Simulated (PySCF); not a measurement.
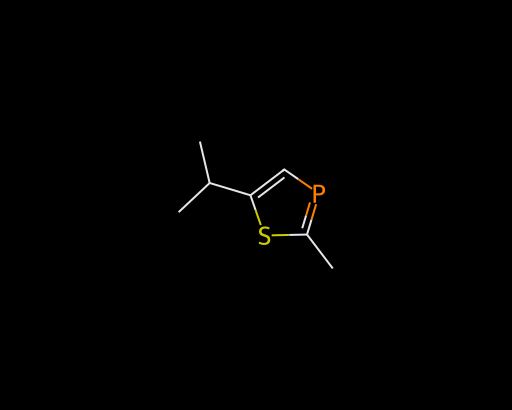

**Give its SMILES.**

Cc1pcc(C(C)C)s1

**What is the molecular formula?**

C7H11PS.

The parts below concern this one geometry. Atoms keep their numbers from picture to picture. Computed geometry: PBE0-D3(BJ)/def2-SVP optimisation. No frequency run is at hand to confirm it as a minimum.

### Geometry

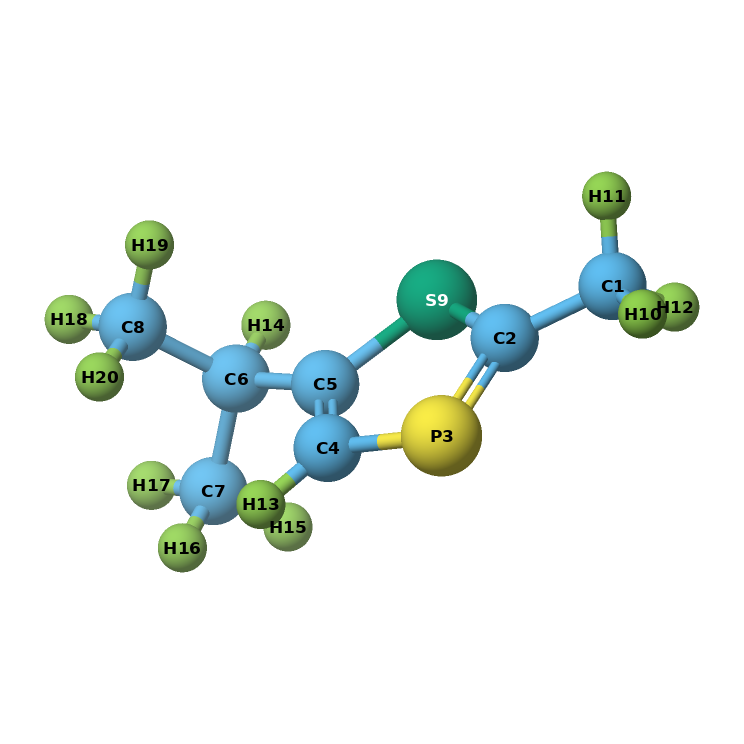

Numbered structure. No frequency run is at hand to confirm it as a minimum.

**What is the geometry at C2?**

C2 has 3 neighbours (C1 at 1.50, P3 at 1.72, S9 at 1.72 Å); the arrangement is trigonal planar.

**How are the neighbours of atom 7 arranged?**

C7 has 4 neighbours (C6 at 1.53, H15 at 1.10, H16 at 1.10, H17 at 1.10 Å); the arrangement is tetrahedral.

**How are the neighbours of atom 5 arranged?**

C5 has 3 neighbours (C4 at 1.37, C6 at 1.51, S9 at 1.72 Å); the arrangement is trigonal planar.

**How are the neighbours of atom 3 arranged?**

P3 has 2 neighbours (C2 at 1.72, C4 at 1.77 Å); the arrangement is bent.

**What is the dihedral angle C4–C5–C6–C7?**

56° in size, that is gauche.

### NMR shielding

The questions are on isotropic NMR shieldings of the H atoms. No frequency run is at hand to confirm it as a minimum. Properties computed with GIAO PBE0/pcSseg-1 NMR shielding, non-relativistic, IEF-PCM chloroform (PySCF 2.14.0).

List the isotropic NMR shieldings of the H atoms.

```json
{"atom": "H10", "σ (ppm)": "28.21"}
{"atom": "H11", "σ (ppm)": "28.39"}
{"atom": "H12", "σ (ppm)": "28.39"}
{"atom": "H13", "σ (ppm)": "23.55"}
{"atom": "H14", "σ (ppm)": "28.20"}
{"atom": "H15", "σ (ppm)": "29.92"}
{"atom": "H16", "σ (ppm)": "29.79"}
{"atom": "H17", "σ (ppm)": "29.93"}
{"atom": "H18", "σ (ppm)": "29.93"}
{"atom": "H19", "σ (ppm)": "29.91"}
{"atom": "H20", "σ (ppm)": "29.99"}
```

### Quadrupole coupling

No frequency run is at hand to confirm it as a minimum. Electric field gradients from the ground-state density, PBE0/pcSseg-1 (PySCF 2.14.0), non-relativistic apart from any core potentials.

Give the largest field-gradient component, the quadrupole coupling constant and the asymmetry for 33S at S9 (Q = −67.81 mb), 2H at H10 (Q = 2.86 mb), 2H at H11 (Q = 2.86 mb), 2H at H12 (Q = 2.86 mb), 2H at H13 (Q = 2.86 mb).

```csv
atom,V_zz (a.u.),e²qQ/h (MHz),η
S9,1.711,−27.3,0.50
H10,0.291,0.196,0.04
H11,0.287,0.193,0.04
H12,0.287,0.193,0.03
H13,0.308,0.207,0.07
```

### Levels of theory compared

No frequency run is at hand to confirm it as a minimum. Program: PySCF 2.14.0.

Compare dipole (D) at these levels: B3LYP/def2-SVPD; PBE0/pcSseg-1; PBE0/pcSseg-1 in chloroform (IEF-PCM); PBE0/pcSseg-1 in dimethylsulfoxide (IEF-PCM).

```
                                       level  dipole (D)
                             B3LYP/def2-SVPD        1.57
                               PBE0/pcSseg-1        1.62
       PBE0/pcSseg-1 in chloroform (IEF-PCM)        2.11
PBE0/pcSseg-1 in dimethylsulfoxide (IEF-PCM)        2.35
```

### Ring current

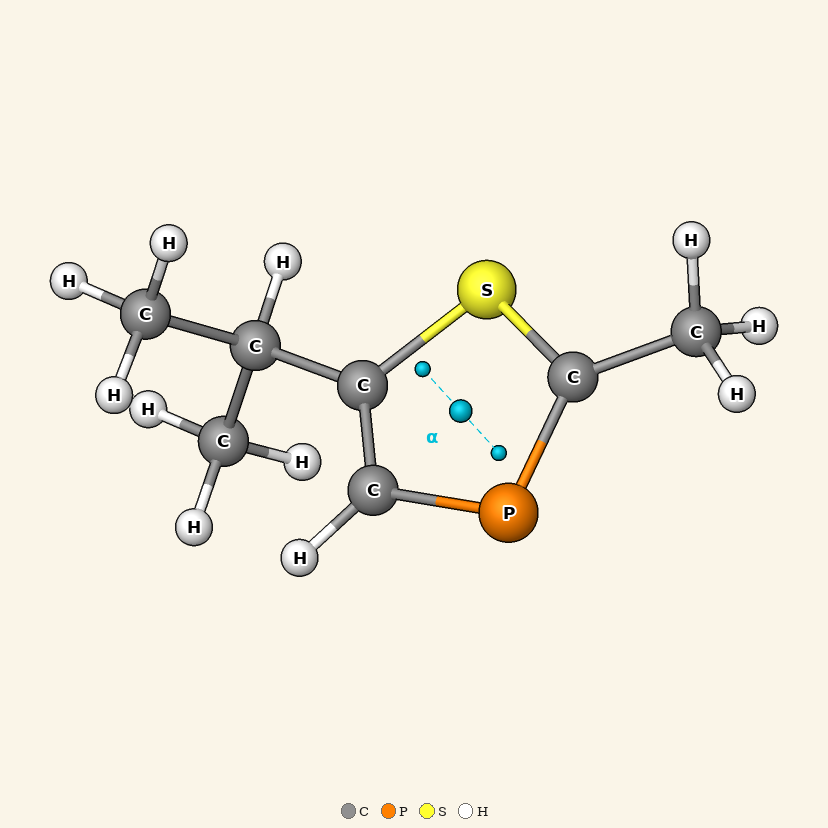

The small points mark where nucleus-independent chemical shifts (NICS) were computed: at the centre of each lettered ring and 1 Å above and below it. No frequency run is at hand to confirm it as a minimum. Level of theory: GIAO PBE0/pcSseg-1 NMR shielding, non-relativistic, gas phase (PySCF 2.14.0).

Give NICS(0), NICS(1) and the out-of-plane component NICS(1)zz for each ring (means of the two sides).

| ring | members | NICS(0) | NICS(1) | NICS(1)zz |
| --- | --- | --- | --- | --- |
| α | C3PS | −10.3 | −10.4 | −22.5 |

Values in ppm.

**What do the values say about the ring currents?**

Ring α: diatropic, as in an aromatic ring. NICS is one index among several.
